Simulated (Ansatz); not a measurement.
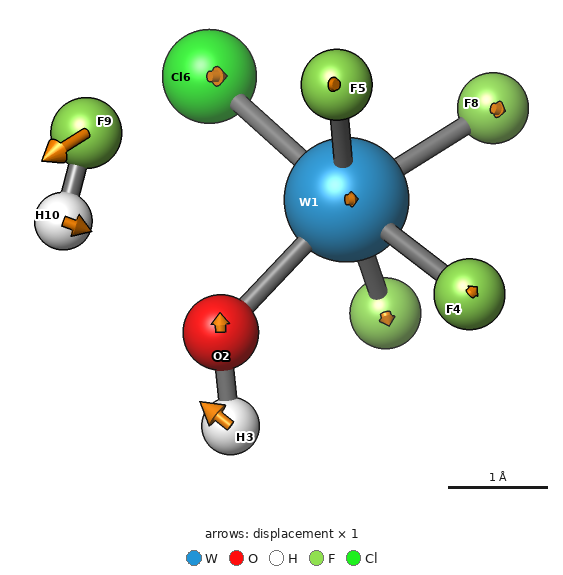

A relaxation of WH₂OClF₅. The starting structure is drawn; orange arrows show the displacements, at their true length. The two geometries are superimposed by the best rigid fit.

Style: ball-and-stick. Shown at a tilt.

The run prepares an end point of a later path (reaction) calculation, from a guessed geometry.

These are results of RKS PBE/def2-SVP in Ansatz 0.2.0, not measurements.

Input file:
```yaml
crystal:
  periodic: [false, false, false]
  atoms:
    - { symbol: W, position_ang: [-0.11691, -0.074061, -0.046523] }
    - { symbol: O, position_ang: [-0.324136, -0.085537, 1.862963] }
    - { symbol: H, position_ang: [0.045094, -0.76973, 2.455698] }
    - { symbol: F, position_ang: [1.747432, -0.018072, 0.258048] }
    - { symbol: F, position_ang: [0.022526, 1.742707, -0.420429] }
    - { symbol: Cl, position_ang: [-2.346902, -0.171667, -0.571726] }
    - { symbol: F, position_ang: [-0.031639, -1.949679, 0.144918] }
    - { symbol: F, position_ang: [0.346529, -0.465406, -1.817114] }
    - { symbol: F, position_ang: [-1.781357, 2.032827, 1.423771] }
    - { symbol: H, position_ang: [-1.545737, 1.705117, 2.263794] }
basis:
  gaussian: { orbitals: def2-SVP }
hamiltonian:
  xc: pbe
relax:
  f_tol: 0.03
  max_steps: 50
output:
  orbitals: {}
```

Command:
```bash
ansatz run input.yaml --threads 4 --pin off --max-ram 5120MiB --backend cpu --events-out ev --progress --plain --runs-dir out
```

Which element moves most?

Answer. Fluorine: up to 0.66 Å, against 0.42 Å for hydrogen.

Describe the change and its energy.

Answer. Over 12 geometry steps the energy falls by 4.20 kcal/mol. The largest force component goes from 0.54 to 0.0085 eV/Å. The largest move after the best rigid fit is that of F9, 0.66 Å. Largest moves by element: F 0.66 Å, H 0.42 Å, Cl 0.23 Å, O 0.21 Å, W 0.14 Å. Among the contacts that change: W1–F9 3.061 → 3.732 Å, W1–O2 1.921 → 1.908 Å, W1–F4 1.890 → 1.880 Å, F9–H10 0.932 → 0.942 Å. Bond angles that change, for instance: O2–W1–F5 102.3° → 91.8°, F5–W1–F8 89.7° → 96.2°, O2–W1–F8 165.0° → 171.2°. The run took 39 s on 4 threads of Arm Neoverse V1, with other jobs on the host, peak memory 0.22 GiB.

Limits of the set-up: the start holds two separate molecules, 2.2 Å apart at their closest, whose relative position is a soft coordinate and is computed without a dispersion correction.
